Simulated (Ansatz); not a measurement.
Band structure of BeBiO3 (Pm-3m, 5 atoms in the cell).

```
CELL_PARAMETERS angstrom
      3.67380     0.00000     0.00000
      0.00000     3.67380     0.00000
      0.00000     0.00000     3.67380
ATOMIC_POSITIONS crystal
  Be 0.50000 0.50000 0.50000
  Bi 0.00000 0.00000 0.00000
  O  0.50000 0.50000 0.00000
  O  0.00000 0.50000 0.50000
  O  0.50000 0.00000 0.50000
```

Level of theory: PBEsol, PAW files made with PBE (plane waves; Ansatz, a quantum-chemistry and plane-wave program).

Settings: basis.ecutwfc = 420 eV; kpoints.mp_grid.grid = 6 6 6; hamiltonian.xc = pbesol; hamiltonian.pseudopotentials = {kind: paw} (the program's default PAW files); scf.occupations.method = gaussian; scf.occupations.width = 0.05 eV; kpoints.band_path.npoints = 8.

The starting cell comes from a database of computed structures (which also holds hypothetical and non-ambient phases and stackings), without a prior relaxation at this level. Spin-orbit coupling is off.

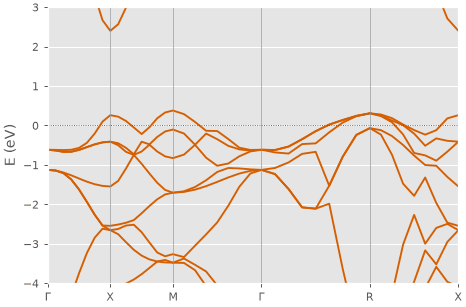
Figure: Bands along the path, energies from the Fermi level.

Levels in eV from the Fermi level, bands 15 to 22:
```json
[
 {"point": "Γ", "15": "-1.13", "16": "-0.62", "17": "-0.62", "18": "-0.62", "19": "7.85", "20": "7.85", "21": "7.85", "22": "9.64"},
 {"point": "X", "15": "-1.55", "16": "-0.41", "17": "-0.41", "18": "0.26", "19": "2.40", "20": "6.19", "21": "6.19", "22": "12.36"},
 {"point": "M", "15": "-1.70", "16": "-0.83", "17": "-0.10", "18": "0.38", "19": "4.24", "20": "5.48", "21": "5.48", "22": "11.67"},
 {"point": "R", "15": "-0.07", "16": "0.31", "17": "0.31", "18": "0.31", "19": "7.27", "20": "7.27", "21": "7.27", "22": "10.22"}
]
```

Bands cross the Fermi level along this path, so the cell is metallic at this level.

Keys are those of Ansatz 0.2.
